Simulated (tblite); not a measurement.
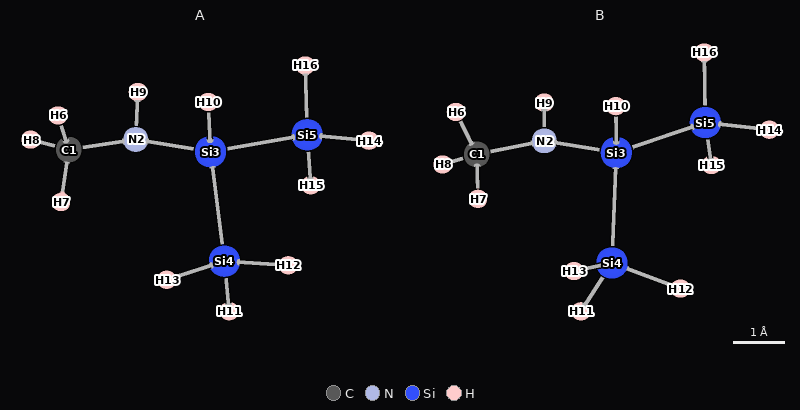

Two geometries of CH₁₁NSi₃, drawn at one scale. One is the start of a relaxation, the other its converged end. The picture is a ball-and-stick view, seen at a tilt.

These are results of GFN2-xTB geometry optimisation, gas phase (tblite), not measurements. 

Which of the two is the end point?

Structure B is the relaxed one. H11 moves most after the best rigid fit: 0.98 Å. By element the largest moves are H 0.98 Å, Si 0.26 Å, C 0.19 Å, N 0.17 Å. Some distances before and after: Si4–H12 1.502 → 1.467 Å, Si4–H13 1.491 → 1.469 Å, N2–H9 1.027 → 1.009 Å, Si4–H11 1.483 → 1.467 Å. Bond angles that change, for instance: Si4–Si3–Si5 103.3° → 118.3°, Si3–N2–H9 107.4° → 118.1°, N2–Si3–Si5 113.8° → 104.8°. Groups turn about Si3–Si4 by about 25°. After 146 geometry steps the energy has fallen by 6.43 kcal/mol.
